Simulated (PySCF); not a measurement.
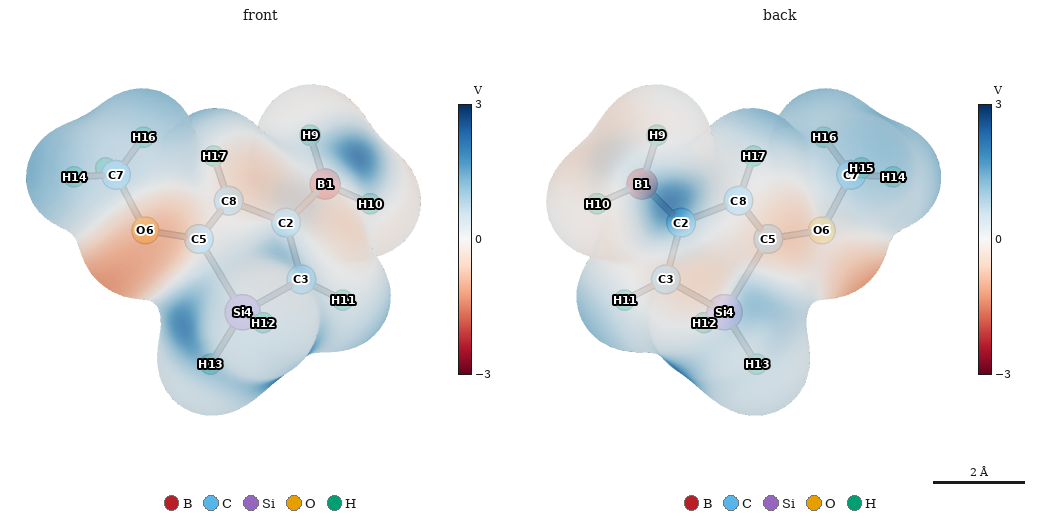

*C5H9BOSi (SMILES BC1=C[SiH2]C(OC)=C1). The electrostatic potential painted on the density surface at 0.004 e/bohr³, seen from the front and from behind; red is negative and blue positive.*

Geometry: GFN2-xTB.

These are results of PBE0/pcSseg-1, SCF density, gas phase, non-relativistic in PySCF 2.14.0, not measurements.

```xyz
17

B     2.7215    1.0155    0.2769
C     1.5069    0.0617    0.2534
C     1.6192   -1.2934    0.1755
Si   -0.0733   -2.1160    0.1620
C    -0.8387   -0.3789    0.2733
O    -2.1824   -0.2018    0.3027
C    -2.6585    1.1232    0.3760
C     0.1275    0.5544    0.3098
H     2.5703    2.1736    0.3583
H     3.8044    0.5776    0.2111
H     2.5858   -1.7680    0.1314
H    -0.3590   -2.9358    1.3392
H    -0.4012   -2.7991   -1.0889
H    -3.7453    1.0575    0.3775
H    -2.3264    1.7086   -0.4875
H    -2.3176    1.6143    1.2932
H    -0.0402    1.6187    0.3756
```

Question: Which sites attract a positive test charge, and which a negative one?

Answer: A positive charge is drawn to the negative regions and a negative charge to the positive ones. The most negative region (about −1.2 V) lies over O6, the most positive (about +2.1 V) over B1 and Si4. O6 is the likeliest acceptor of a hydrogen bond.
